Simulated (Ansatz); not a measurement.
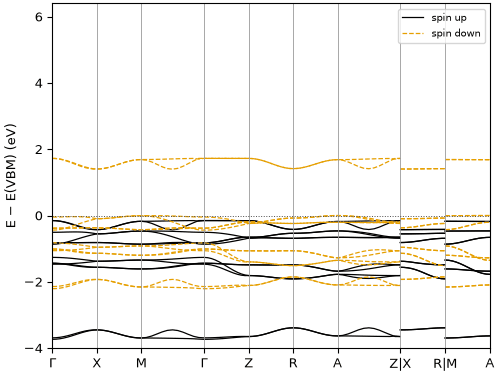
Figure: Band structure from the program Ansatz at the PBEsol level (PAW)

The gap is 1.40 eV; an edge lies off the plotted path or next to a special point (maximum at A, minimum off the standard path).

The material is KF2 in space group P4_2/mnm (No. 136; K on 2b, F on 4f).

The workflow started from a Materials Project entry (that database holds measured and hypothetical structures alike); the Crystallography Open Database copy checked does not list it. Whether it is the stable phase at ambient conditions was not checked. The cell was relaxed with PBEsol under the symmetry of its start; whether a distortion lowers the energy is not shown. The final state is ferromagnetic, the only order run, not a proven ground state. No Hubbard U is applied.

Potentials: the later of the program's two PAW sets.
